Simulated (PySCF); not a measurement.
Ga(H)2(F), H₂FGa, SMILES [F][GaH2] at its PBE0/def2-SVP optimised geometry (Å):

```
4

Ga    -0.2571    -0.2248     0.0000
H      1.3023    -0.2248     0.0000
H     -1.3023    -1.3822     0.0004
F     -0.9705     1.3822     0.0000
```

Level of theory: PBE0/def2-TZVP run with PySCF 2.14.0. Cells within 0.4 Å of a nucleus heavier than hydrogen are left out (blank, or x).

Map of the deformation density (molecule minus spherical neutral atoms) (e/bohr³) on the plane z = 0.0 Å:

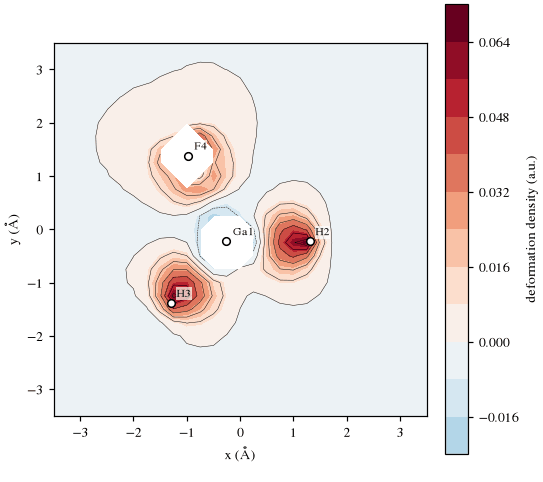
Fig. 1. Deformation density (molecule minus spherical neutral atoms) (e/bohr³) on the plane z = 0.0 Å.
